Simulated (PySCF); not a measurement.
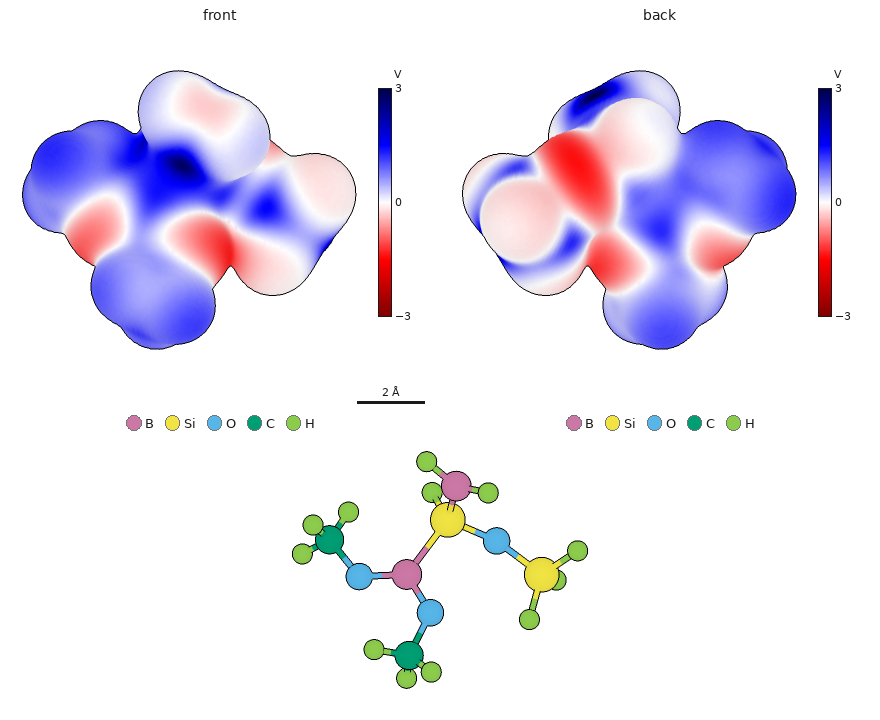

Figure. C₂H₁₂B₂O₃Si₂. The molecular electrostatic potential painted on the density surface at 0.004 e/bohr³, seen from the front and from behind; red is negative and blue positive. The bare structure is drawn below in the same view.

Geometry: GFN2-xTB.

These are results of PBE0/pcSseg-1, SCF density, gas phase, non-relativistic (PySCF), not measurements.

Input

```
{"job": {"kind": "nmr", "xc": "PBE0", "basis": "pcSseg-1"}, "charge": 0, "multiplicity": 1}
B      1.505882     1.314356     1.790434
Si     0.958861     1.067513    -0.060411
O      2.015091     0.187438    -0.972790
Si     2.803398    -1.180837    -1.291603
B     -0.754425     0.046249    -0.007065
O     -0.591975    -1.292571     0.018569
C     -1.652638    -2.224665     0.075819
O     -2.020736     0.533979     0.081450
C     -2.361721     1.893186     0.098581
H      2.236513     0.574804     2.330119
H      0.997593     2.127389     2.465501
H      0.906283     2.273363    -0.928035
H      1.945791    -2.339220    -1.046350
H      3.168960    -1.064277    -2.702942
H      3.987063    -1.228045    -0.428825
H     -1.947765    -2.503465    -0.938511
H     -2.515788    -1.803799     0.594378
H     -1.292208    -3.108861     0.603896
H     -1.529842     2.523548    -0.224020
H     -3.212077     2.040309    -0.570735
H     -2.655179     2.180546     1.112069
```

Command:

```sh
OMP_NUM_THREADS=1 python probes_run.py task.json out
```

Question: Which sites attract a positive test charge, and which a negative one?

Answer: A positive charge is drawn to the negative regions and a negative charge to the positive ones. The most negative region (about −1.3 V) lies over O3 and O6, the most positive (about +2.6 V) over B1.

Question: What dipole moment does the calculation give?

Answer: Its dipole moment is 2.57 D.
